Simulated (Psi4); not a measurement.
**Si2H4F2 (SMILES F[SiH2][SiH2]F) at 3 levels**

Aim: a comparison of 3 runs (B2PLYP/6-31G*, CAM-B3LYP/6-31G*, wB97X/6-31G*) of Si2H4F2. 

The calculation is run with Psi4 1.11.

2 further runs of the same task are left out: 2 set aside as unsound or not needed.

## 1. The structure to begin with

Si2H4F2 has 8 atoms, charge 0, and is taken as a singlet. As SMILES, `F[SiH2][SiH2]F`. The Si3–H8 distance was set to 1.708 Å, away from the relaxed value.

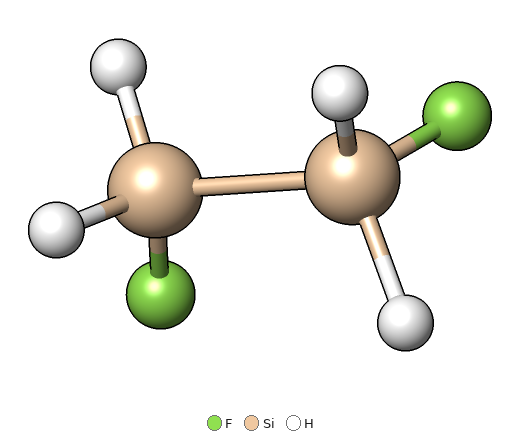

Viewed from a chosen angle; fluorine green, silicon light orange, hydrogen white.

## 2. A single-point energy at B2PLYP/6-31G(d) (density fitting for correlation, spherical functions) (run 1)

Contents of calc.py:

```python
import psi4

psi4.set_memory('2200 MB')
psi4.set_num_threads(1)
psi4.set_output_file('output.dat', False)

m = psi4.geometry("""
F     -3.41940273     2.51450738    -0.77455716
Si    -0.43930463     2.36767566    -0.23239474
Si     0.91449516    -1.86096449    -0.17249042
F      0.76785242    -3.05602729    -2.95586803
H      0.87953523     3.85318936    -2.21547333
H      0.04824471     3.53099106     2.27942923
H      3.59072530    -1.96376559     0.68034298
H     -0.90158833    -3.66965916     1.78919269
units bohr
symmetry c1
no_reorient
no_com
""")

psi4.set_options({
    'basis': '6-31G*',
    'reference': 'rks',
    'puream': True,
    'e_convergence': 1e-09,
    'd_convergence': 1e-08,
    'scf_type': 'pk',
    'dft_radial_points': 99,
    'dft_spherical_points': 590,
    'num_frozen_docc': 12,
})

result = psi4.energy('B2PLYP', molecule=m)
print('E =', round(result, 9))
```

Run with:

```sh
$ python calc.py
```

output.dat:

```text
[...]
  Running in c1 symmetry.
[...]
  Nuclear repulsion =  220.650989466350893
[...]
  Multiplicity = 1
[...]
  Nalpha       = 25
  Nbeta        = 25
[...]
    Number of basis functions: 72
[...]
   @RKS iter   1:  -780.45946180825376   -7.92779e-01   6.12517e-03 ADIIS/DIIS
[...]
   @RKS iter  10:  -780.52910150202467   -3.52429e-12   5.91075e-09 DIIS
[...]
    Orbital Energies [Eh]
    ---------------------
    Doubly Occupied:
       1A    -67.283823     2A    -67.272199     3A    -25.357888
       4A    -25.354589     5A     -5.682207     6A     -5.674054
       7A     -3.937003     8A     -3.934690     9A     -3.934329
      10A     -3.928733    11A     -3.926342    12A     -3.926131
      13A     -1.349934    14A     -1.347060    15A     -0.669235
      16A     -0.625587    17A     -0.540822    18A     -0.539178
      19A     -0.535944    20A     -0.531031    21A     -0.528168
      22A     -0.494133    23A     -0.413339    24A     -0.394136
      25A     -0.346175
[...]
  @RKS Final Energy:  -780.52910150202467
   => Energetics <=
    Nuclear Repulsion Energy =            220.6509894663508931
    One-Electron Energy =               -1523.2988788073394062
    Two-Electron Energy =                 552.8600592304195516
    DFT Exchange-Correlation Energy =     -30.7412713914557223
    Empirical Dispersion Energy =           0.0000000000000000
    VV10 Nonlocal Energy =                  0.0000000000000000
    Total Energy =                       -780.5291015020246732
[...]
 Multipole Moments:
 ------------------------------------------------------------------------------------
     Multipole            Electronic (a.u.)      Nuclear  (a.u.)        Total (a.u.)
 ------------------------------------------------------------------------------------
 L = 1.  Multiply by 2.5417464519 to convert [e a0] to [Debye]
 Dipole X            :         14.1969349          -13.5943685            0.6025665
 Dipole Y            :         -3.6813995            3.9710329            0.2896333
 Dipole Z            :         37.1677275          -36.7087274            0.4590001
 Magnitude           :                                                    0.8109593
[...]
```

On the terminal:

```text
E = -780.693775928
```

Run time: 9.6 s. Hardware: 1 thread of Intel Xeon 6975P-C (Granite Rapids), shared host; peak memory 0.99 GiB.

## 3. Energy and gradient at CAM-B3LYP/6-31G(d) (spherical functions) (run 2)

Contents of job.json:

```json
{
  "schema_name": "qcschema_input",
  "schema_version": 1,
  "molecule": {
    "schema_name": "qcschema_molecule",
    "schema_version": 2,
    "symbols": ["F", "Si", "Si", "F", "H", "H", "H", "H"],
    "geometry": [-3.41940273, 2.51450738, -0.77455716, -0.43930463, 2.36767566, -0.23239474, 0.91449516, -1.86096449, -0.17249042, 0.76785242, -3.05602729, -2.95586803, 0.87953523, 3.85318936, -2.21547333, 0.04824471, 3.53099106, 2.27942923, 3.5907253, -1.96376559, 0.68034298, -0.90158833, -3.66965916, 1.78919269],
    "molecular_charge": 0,
    "molecular_multiplicity": 1,
    "fix_symmetry": "c1"
  },
  "driver": "gradient",
  "model": {
    "method": "cam-b3lyp",
    "basis": "6-31G*"
  },
  "keywords": {
    "puream": true,
    "e_convergence": 1e-09,
    "d_convergence": 1e-08,
    "scf_type": "pk",
    "dft_radial_points": 99,
    "dft_spherical_points": 590,
    "scf_properties": ["MAYER_INDICES", "QUADRUPOLE", "DIPOLE"]
  }
}
```

Run with:

```sh
$ psi4 --qcschema job.json -n 1 --memory 2200MB
```

stdout, cut to the lines that bear on the results:

```text
[...]
  Running in c1 symmetry.
[...]
  Nuclear repulsion =  220.650989466350893
[...]
  Multiplicity = 1
[...]
  Nalpha       = 25
  Nbeta        = 25
[...]
    Number of basis functions: 72
[...]
   @RKS iter   1:  -780.99578808207161   -7.47306e-01   6.63762e-03 DIIS/ADIIS
[...]
   @RKS iter  11:  -781.07583959030774   -1.02318e-12   2.05183e-09 DIIS
[...]
    Orbital Energies [Eh]
    ---------------------
    Doubly Occupied:
       1A    -66.244232     2A    -66.233200     3A    -24.760986
       4A    -24.757792     5A     -5.401624     6A     -5.394047
       7A     -3.762151     8A     -3.759268     9A     -3.758641
      10A     -3.754468    11A     -3.751253    12A     -3.751051
      13A     -1.262061    14A     -1.259249    15A     -0.659747
      16A     -0.610865    17A     -0.528353    18A     -0.519690
      19A     -0.518188    20A     -0.512808    21A     -0.508501
      22A     -0.483268    23A     -0.413233    24A     -0.396949
      25A     -0.351407
[...]
  @RKS Final Energy:  -781.07583959030774
   => Energetics <=
    Nuclear Repulsion Energy =            220.6509894663508931
    One-Electron Energy =               -1523.3255181093945794
    Two-Electron Energy =                 570.0524613246924446
    DFT Exchange-Correlation Energy =     -48.4537722719565451
    Empirical Dispersion Energy =           0.0000000000000000
    VV10 Nonlocal Energy =                  0.0000000000000000
    Total Energy =                       -781.0758395903077371
[...]
 Multipole Moments:
[...]
  -Total Gradient:
     Atom            X                  Y                   Z
    ------   -----------------  -----------------  -----------------
       1        0.006320434963    -0.000040021126     0.001130017045
       2       -0.004205358207     0.002337524550    -0.001809731379
       3        0.027417796082     0.021913225195    -0.033192843385
       4        0.000444738084     0.002635423108     0.004818818889
       5       -0.000988235615     0.000862636800    -0.000490740981
       6       -0.001082085989     0.000746277701     0.000388286810
       7        0.001076307911     0.000540382206    -0.001082010302
       8       -0.028962522880    -0.028991814800     0.030259740889
[...]
```

The result, in JSON:

```text
{
 "driver": "gradient",
 "model": {
  "method": "cam-b3lyp",
  "basis": "6-31G*"
 },
 "success": true,
 "return_result": [0.006320434962755611, -4.002112594806567e-05, 0.0011300170446351884, -0.004205358206603185, 0.0023375245497001262, -0.001809731378580223, 0.027417796081983543, 0.021913225194834803, -0.03319284338531754, 0.0004447380839983084, 0.002635423108232851, 0.004818818889264637, -0.000988235614975977, 0.0008626368004264126, -0.0004907409814537966, -0.0010820859888406378, 0.0007462777009600921, 0.000388286809545238, 0.0010763079106918122, 0.0005403822063837149, -0.0010820103022616753, -0.02896252288035713, -0.02899181479975117, 0.03025974088871792],
 "properties": {
  "calcinfo_nbasis": 72,
  "calcinfo_nmo": 72,
  "calcinfo_nalpha": 25,
  "calcinfo_nbeta": 25,
  "calcinfo_natom": 8,
  "nuclear_repulsion_energy": 220.6509894663509,
  "return_energy": -781.0758395903077,
  "return_gradient": [0.006320434962755611, -4.002112594806567e-05, 0.0011300170446351884, -0.004205358206603185, 0.0023375245497001262, -0.001809731378580223, 0.027417796081983543, 0.021913225194834803, -0.03319284338531754, 0.0004447380839983084, 0.002635423108232851, 0.004818818889264637, -0.000988235614975977, 0.0008626368004264126, -0.0004907409814537966, -0.0010820859888406378, 0.0007462777009600921, 0.000388286809545238, 0.0010763079106918122, 0.0005403822063837149, -0.0010820103022616753, -0.02896252288035713, -0.02899181479975117, 0.03025974088871792],
  "scf_one_electron_energy": -1523.3255181093946,
  "scf_two_electron_energy": 570.0524613246924,
  "scf_xc_energy": -48.453772271956545,
  "scf_dipole_moment": [0.565502691125765, 0.2726908105362955, 0.430262375028136],
  "scf_total_energy": -781.0758395903077,
  "scf_total_gradient": [0.006320434962755611, -4.002112594806567e-05, 0.0011300170446351884, -0.004205358206603185, 0.0023375245497001262, -0.001809731378580223, 0.027417796081983543, 0.021913225194834803, -0.03319284338531754, 0.0004447380839983084, 0.002635423108232851, 0.004818818889264637, -0.000988235614975977, 0.0008626368004264126, -0.0004907409814537966, -0.0010820859888406378, 0.0007462777009600921, 0.000388286809545238, 0.0010763079106918122, 0.0005403822063837149, -0.0010820103022616753, -0.02896252288035713, -0.02899181479975117, 0.03025974088871792],
  "scf_iterations": 11
 }
}
```

It took 23 s on 1 thread of Intel Xeon 6975P-C (Granite Rapids), shared host; peak memory 1 GiB.

## 4. Energy and forces at wB97X/6-31G(d) (spherical functions) (run 3)

job.json, as its differences from that of step 3:

```diff
@@ -14,3 +14,3 @@
   "model": {
-    "method": "cam-b3lyp",
+    "method": "wb97x",
     "basis": "6-31G*"
@@ -24,3 +24,3 @@
     "dft_spherical_points": 590,
-    "scf_properties": ["MAYER_INDICES", "QUADRUPOLE", "DIPOLE"]
+    "scf_properties": ["MULLIKEN_CHARGES", "MAYER_INDICES", "QUADRUPOLE"]
   }
```

Run with:

```sh
$ psi4 --qcschema job.json -n 1 --memory 2200MB
```

stdout, cut to the lines that bear on the results:

```text
[...]
  Running in c1 symmetry.
[...]
  Nuclear repulsion =  220.650989466350893
[...]
  Multiplicity = 1
[...]
  Nalpha       = 25
  Nbeta        = 25
[...]
    Number of basis functions: 72
[...]
   @RKS iter   1:  -780.97652626818126   -8.50948e-01   6.60588e-03 DIIS/ADIIS
[...]
   @RKS iter  11:  -781.06201085740270   -2.27374e-12   4.04533e-09 DIIS
[...]
  @RKS Final Energy:  -781.06201085740270
   => Energetics <=
    Nuclear Repulsion Energy =            220.6509894663508931
    One-Electron Energy =               -1523.3117264835918832
    Two-Electron Energy =                 569.3225598477669109
    DFT Exchange-Correlation Energy =     -47.7238336879286109
    Empirical Dispersion Energy =           0.0000000000000000
    VV10 Nonlocal Energy =                  0.0000000000000000
    Total Energy =                       -781.0620108574026972
[...]
 Multipole Moments:
[...]
  Mulliken Charges: (a.u.)
   Center  Symbol    Alpha    Beta     Spin     Total
       1     F     4.70283  4.70283  0.00000 -0.40565
       2    SI     6.69452  6.69452  0.00000  0.61096
       3    SI     6.70109  6.70109  0.00000  0.59783
       4     F     4.70070  4.70070  0.00000 -0.40139
       5     H     0.54408  0.54408  0.00000 -0.08816
       6     H     0.54997  0.54997  0.00000 -0.09994
       7     H     0.54846  0.54846  0.00000 -0.09692
       8     H     0.55836  0.55836  0.00000 -0.11672
   Total alpha = 25.00000, Total beta = 25.00000, Total charge = -0.00000
[...]
  -Total Gradient:
     Atom            X                  Y                   Z
    ------   -----------------  -----------------  -----------------
       1        0.009907538452    -0.000007450839     0.001818273717
       2       -0.007055585632     0.003258746172    -0.002411736191
       3        0.027855576062     0.020559496755    -0.036120570359
       4        0.000756973850     0.003890392357     0.008124884603
       5       -0.001457667054     0.000732305096    -0.000115458331
       6       -0.001349380671     0.000625774087    -0.000133983614
       7        0.000686251693     0.000411898813    -0.001389775636
       8       -0.029253544521    -0.029503390573     0.030509775855
[...]
```

The result, in JSON:

```text
{
 "driver": "gradient",
 "model": {
  "method": "wb97x",
  "basis": "6-31G*"
 },
 "success": true,
 "return_result": [0.00990753845237205, -7.450839450919358e-06, 0.0018182737167526143, -0.007055585631521616, 0.0032587461715710194, -0.002411736191360805, 0.027855576061919015, 0.020559496754708917, -0.036120570358531306, 0.0007569738498555576, 0.0038903923566978305, 0.008124884603485066, -0.0014576670535825162, 0.0007323050960005989, -0.00011545833084586343, -0.001349380671304766, 0.0006257740867744305, -0.0001339836141240891, 0.0006862516934494078, 0.0004118988134236461, -0.001389775636168121, -0.029253544521172924, -0.029503390573131137, 0.030509775855074757],
 "properties": {
  "calcinfo_nbasis": 72,
  "calcinfo_nmo": 72,
  "calcinfo_nalpha": 25,
  "calcinfo_nbeta": 25,
  "calcinfo_natom": 8,
  "nuclear_repulsion_energy": 220.6509894663509,
  "return_energy": -781.0620108574027,
  "return_gradient": [0.00990753845237205, -7.450839450919358e-06, 0.0018182737167526143, -0.007055585631521616, 0.0032587461715710194, -0.002411736191360805, 0.027855576061919015, 0.020559496754708917, -0.036120570358531306, 0.0007569738498555576, 0.0038903923566978305, 0.008124884603485066, -0.0014576670535825162, 0.0007323050960005989, -0.00011545833084586343, -0.001349380671304766, 0.0006257740867744305, -0.0001339836141240891, 0.0006862516934494078, 0.0004118988134236461, -0.001389775636168121, -0.029253544521172924, -0.029503390573131137, 0.030509775855074757],
  "scf_one_electron_energy": -1523.3117264835919,
  "scf_two_electron_energy": 569.3225598477669,
  "scf_xc_energy": -47.72383368792861,
  "scf_dipole_moment": [0.5715830917667617, 0.2776846669460551, 0.429935599204891],
  "scf_total_energy": -781.0620108574027,
  "scf_total_gradient": [0.00990753845237205, -7.450839450919358e-06, 0.0018182737167526143, -0.007055585631521616, 0.0032587461715710194, -0.002411736191360805, 0.027855576061919015, 0.020559496754708917, -0.036120570358531306, 0.0007569738498555576, 0.0038903923566978305, 0.008124884603485066, -0.0014576670535825162, 0.0007323050960005989, -0.00011545833084586343, -0.001349380671304766, 0.0006257740867744305, -0.0001339836141240891, 0.0006862516934494078, 0.0004118988134236461, -0.001389775636168121, -0.029253544521172924, -0.029503390573131137, 0.030509775855074757],
  "scf_iterations": 11
 }
}
```

Wall time 15 s (1 thread of Intel Xeon 6975P-C (Granite Rapids), shared host); peak memory 1 GiB.

## 5. Overview of the runs

| run | level | task | fitting correlation | energy (Eh) | HOMO energy (eV) | LUMO energy (eV) | HOMO–LUMO gap (eV) | wall time |
| --- | --- | --- | --- | --- | --- | --- | --- | --- |
| 1 | B2PLYP/6-31G* (density fitting for correlation, spherical functions) | energy | density fitting | -780.693776 | -9.42 | 0.58 | 10.00 | 9.6 s |
| 2 | CAM-B3LYP/6-31G* (spherical functions) | gradient | – | -781.075840 | -9.56 | 0.44 | 10.01 | 23 s |
| 3 | wB97X/6-31G* (spherical functions) | gradient | – | -781.062011 | -10.58 | 1.51 | 12.10 | 15 s |

## 6. Outcome

| quantity | value |
| --- | --- |
| run 3: total energy | -781.06201 Eh |
| run 3: dipole moment | 1.95 D |
| run 3: HOMO energy | -10.58 eV |
| run 3: LUMO energy | 1.51 eV |
| run 3: HOMO–LUMO gap | 12.10 eV |
| run 3: largest force on an atom | 2.651 eV/Å |

What this shows: The HOMO–LUMO gap runs from 10.00 eV (B2PLYP/6-31G*) to 12.10 eV (wB97X/6-31G*). A double hybrid's value is that of its SCF part. Totals of different functionals can't be ranked against each other. All runs together took 47 s, the longest 23 s.
